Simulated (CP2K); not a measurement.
**PM3 run of SnH4Se (SMILES [SeH][SnH3])**

What is the energy difference between two shapes of SnH4Se at PM3? 

Program for the calculation: CP2K 2026.2.

2 further runs of the same task are left out: 1 that didn't finish, 1 set aside as unsound or not needed.

## 1. The system as given

The species is SnH4Se (6 atoms), meant as a singlet with charge 0. SMILES: `[SeH][SnH3]`. The coordinates come from a PBE0-D4/def2-TZVP relaxation.

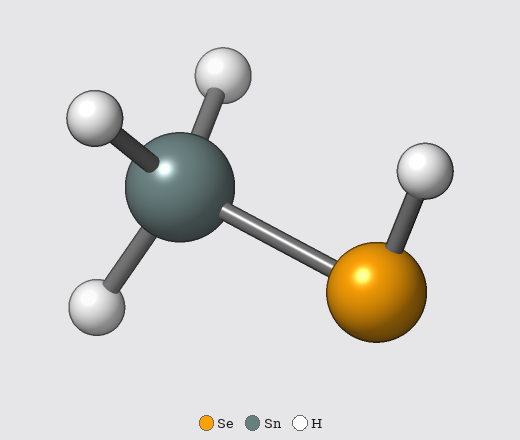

The structure, seen from a chosen angle (selenium orange, tin teal, hydrogen white).

## 2. Energy and forces at PM3

calc.inp

```
&GLOBAL
 PROJECT_NAME calc
 RUN_TYPE ENERGY_FORCE
 PRINT_LEVEL MEDIUM
&END GLOBAL
&FORCE_EVAL
 METHOD QUICKSTEP
 &DFT
  &QS
   METHOD PM3
   EPS_DEFAULT 1.0E-10
   &SE
    &COULOMB
     CUTOFF [angstrom] 50
     RC_RANGE [angstrom] 0
    &END COULOMB
    &EXCHANGE
     CUTOFF [angstrom] 50
     RC_RANGE [angstrom] 0
    &END EXCHANGE
   &END SE
  &END QS
  &POISSON
   PERIODIC NONE
   POISSON_SOLVER ANALYTIC
  &END POISSON
  &SCF
   SCF_GUESS ATOMIC
   EPS_SCF 1.0E-06
   MAX_SCF 50
   &OT
    MINIMIZER DIIS
    PRECONDITIONER FULL_ALL
   &END OT
   &OUTER_SCF
    EPS_SCF 1.0E-06
    MAX_SCF 5
   &END OUTER_SCF
  &END SCF
  &PRINT
   &MOMENTS
    PERIODIC F
    REFERENCE COM
    MAX_MOMENT 1
   &END MOMENTS
   &MO_CUBES
    NLUMO 1
    NHOMO -1
    WRITE_CUBE F
   &END MO_CUBES
   &HIRSHFELD OFF
   &END HIRSHFELD
  &END PRINT
 &END DFT
 &SUBSYS
  &CELL
   ABC 18.9 20.3 18.8
   PERIODIC NONE
  &END CELL
  &COORD
   UNIT bohr
   Se     3.0828992     2.0235187     0.2857266
   Sn    -0.5414065    -1.0726085    -0.1525009
   H      1.3543667     4.1823419     0.5228872
   H      0.8613372    -3.9466930    -0.4935965
   H     -2.3022533    -0.3244660    -2.7453941
   H     -2.3751968    -0.9826576     2.4955723
  &END COORD
  &TOPOLOGY
   &CENTER_COORDINATES
   &END CENTER_COORDINATES
  &END TOPOLOGY
 &END SUBSYS
 &PRINT
  &FORCES ON
  &END FORCES
 &END PRINT
&END FORCE_EVAL
```

Launch:

```bash
$ OMP_NUM_THREADS=1 cp2k.psmp -i calc.inp > calc.out 2>&1
```

Standard output:

```text
CP2K| version string:                                       CP2K version 2026.2
[...]
 GLOBAL| Method name                                                        CP2K
[...]
 GLOBAL| Run type                                                   ENERGY_FORCE
[...]
                             - Atoms:                                          6
[...]
                             - Spherical basis functions:                     12
[...]
 Number of electrons:                                                         14
[...]
     1 OT DIIS     0.15E+00    0.0     0.28705237       -10.9691659251 -1.10E+01
[...]
     5 OT DIIS     0.15E+00    0.0     0.00000072       -12.3727948737 -2.58E-10
  *** SCF run converged in     5 steps ***
  Core-core repulsion energy [eV]:                            358.21381600397132
  Core Hamiltonian energy [eV]:                              -505.15612516609497
  Two-electron integral energy [eV]:                         -379.47712305043336
  Electronic energy [eV]:                                    -694.89468669131168
  Total energy [eV]:                                         -336.68087068734030
  Atomic reference energy [eV]:                               338.47885877195353
  Heat of formation [kcal/mol]:                                41.46259351148171
[...]
 SE_DIPOLE| Moment [Debye]          1.26793325      -0.16277096       0.00061650
 SE_DIPOLE| Derivative [a.u.]       0.00000000       0.00000000       0.00000000
 *** WARNING in qs_scf_post_se.F:140 :: Printing of MO cube files not ***
 *** implemented for Semi-Empirical method.                           ***
 ENERGY| Total FORCE_EVAL ( QS ) energy [hartree]            -12.372794873738620
 FORCES| Atomic forces [hartree/bohr]
 FORCES|   Atom     x               y               z               |f|
 FORCES|      1  9.82568918E-03  7.15212978E-03  1.03851125E-03   1.21973618E-02
 FORCES|      2 -9.41896229E-03 -7.73271529E-03 -1.10536158E-03   1.22365665E-02
 FORCES|      3  3.10902942E-04  3.40896994E-03  4.25809574E-04   3.44950003E-03
 FORCES|      4 -1.00585254E-03 -7.50077165E-04 -1.09811155E-04   1.25952911E-03
 FORCES|      5  1.35430914E-04 -1.12733632E-03  5.33922906E-04   1.25471208E-03
 FORCES|      6  1.52791795E-04 -9.50970936E-04 -7.83070999E-04   1.24132640E-03
 FORCES| Sum     1.52655666E-16  9.02056208E-17 -2.08166817E-17
 FORCES| Total atomic force                                       1.78533304E-16
[...]
```

It took 1.1 s on 1 thread of Intel Xeon 6975P-C (Granite Rapids), shared host; peak memory 0.18 GiB.

## 3. The distorted shape, same level

job.inp

```
&GLOBAL
   PROJECT job
   RUN_TYPE ENERGY_FORCE
   PRINT_LEVEL MEDIUM
&END
&FORCE_EVAL
   METHOD QUICKSTEP
   &DFT
      ! Quickstep
      &QS
         METHOD PM3
         EPS_DEFAULT 1.0E-10
         &SE
            &COULOMB
               CUTOFF [angstrom] 50
               RC_RANGE [angstrom] 0
            &END
            &EXCHANGE
               CUTOFF [angstrom] 50
               RC_RANGE [angstrom] 0
            &END
         &END
      &END
      &POISSON
         PERIODIC NONE
         POISSON_SOLVER ANALYTIC
      &END
      &SCF
         SCF_GUESS ATOMIC
         EPS_SCF 1.0E-06
         MAX_SCF 50
         &OT
            MINIMIZER DIIS
            PRECONDITIONER FULL_ALL
         &END
         &OUTER_SCF
            EPS_SCF 1.0E-06
            MAX_SCF 5
         &END
      &END
      &PRINT
         &MOMENTS
            PERIODIC F
            REFERENCE COM
            MAX_MOMENT 1
         &END
         &MO_CUBES
            NLUMO 1
            NHOMO -1
            WRITE_CUBE F
         &END
         &HIRSHFELD OFF
         &END
      &END
   &END
   ! atoms, cell and kinds
   &SUBSYS
      &CELL
         ABC 18.7 20.3 18.9
         PERIODIC NONE
      &END
      &COORD
         UNIT bohr
         Se     3.0217042     2.0910368     0.3352355
         Sn    -0.5549918    -1.1800773    -0.0572322
         H      1.3026884     4.1381015     0.8103561
         H      0.8915274    -3.9986605    -0.4325262
         H     -2.1694396    -0.3751768    -2.8330339
         H     -2.1672078    -0.8665377     2.5906161
      &END
      &TOPOLOGY
         &CENTER_COORDINATES
         &END
      &END
   &END
   ! extra output
   &PRINT
      &FORCES ON
      &END
   &END
&END
```

Launch:

```bash
$ OMP_NUM_THREADS=1 cp2k.psmp -i job.inp -o job.out
```

Standard output:

```text
CP2K| version string:                                       CP2K version 2026.2
[...]
 GLOBAL| Method name                                                        CP2K
[...]
 GLOBAL| Run type                                                   ENERGY_FORCE
[...]
                             - Atoms:                                          6
[...]
                             - Spherical basis functions:                     12
[...]
 Number of electrons:                                                         14
[...]
     1 OT DIIS     0.15E+00    0.0     0.28556508       -10.9647533758 -1.10E+01
[...]
     6 OT DIIS     0.15E+00    0.0     0.00000012       -12.3702932124 -2.24E-11
  *** SCF run converged in     6 steps ***
  Core-core repulsion energy [eV]:                            358.22211025129786
  Core Hamiltonian energy [eV]:                              -505.14805957277423
  Two-electron integral energy [eV]:                         -379.37369539733794
  Electronic energy [eV]:                                    -694.83490727144317
  Total energy [eV]:                                         -336.61279702014536
  Atomic reference energy [eV]:                               338.47885877195353
  Heat of formation [kcal/mol]:                                43.03240969430008
[...]
 SE_DIPOLE| Moment [Debye]          1.37384901       0.02059062       0.00907957
 SE_DIPOLE| Derivative [a.u.]       0.00000000       0.00000000       0.00000000
 *** WARNING in qs_scf_post_se.F:140 :: Printing of MO cube files not ***
 *** implemented for Semi-Empirical method.                           ***
 ENERGY| Total FORCE_EVAL ( QS ) energy [hartree]            -12.370293212377309
 FORCES| Atomic forces [hartree/bohr]
 FORCES|   Atom     x               y               z               |f|
 FORCES|      1  9.92548837E-03 -1.68099120E-03 -1.07692103E-03   1.01242684E-02
 FORCES|      2  6.06206114E-04  6.06776551E-03 -3.08637053E-02   3.14603492E-02
 FORCES|      3 -3.98193702E-03  6.47752269E-03  1.38554940E-03   7.72876896E-03
 FORCES|      4  9.96204862E-04 -4.83842002E-03  5.26474865E-04   4.96788770E-03
 FORCES|      5  5.35584863E-03 -5.20232062E-03  1.47726713E-02   1.65523736E-02
 FORCES|      6 -1.29018110E-02 -8.23556349E-04  1.52559308E-02   1.99969597E-02
 FORCES| Sum     4.16333634E-17 -2.04697370E-16  3.46944695E-17
 FORCES| Total atomic force                                       2.11749986E-16
[...]
```

Run time: 1.1 s. Hardware: 1 thread of Intel Xeon 6975P-C (Granite Rapids), shared host; peak memory 0.19 GiB.

## 4. Results

Level: PM3.

```
                                                  quantity          value
                                 first shape: total energy   -12.37279 Eh
                                first shape: dipole moment         1.28 D
    first shape: heat of formation at this unrelaxed shape  41.5 kcal/mol
                     first shape: largest force on an atom     0.629 eV/Å
                             distorted shape: total energy   -12.37029 Eh
                            distorted shape: dipole moment         1.37 D
distorted shape: heat of formation at this unrelaxed shape  43.0 kcal/mol
                 distorted shape: largest force on an atom     1.618 eV/Å
                    energy change with the atoms displaced       0.068 eV
```

**Reading.** With the atoms displaced the energy rises by 0.07 eV (1.6 kcal/mol). The first shape isn't relaxed at this level, so the change isn't measured from a minimum. The largest force (first shape) is 0.63 eV/Å: the shape isn't a stationary point for this species at this level.
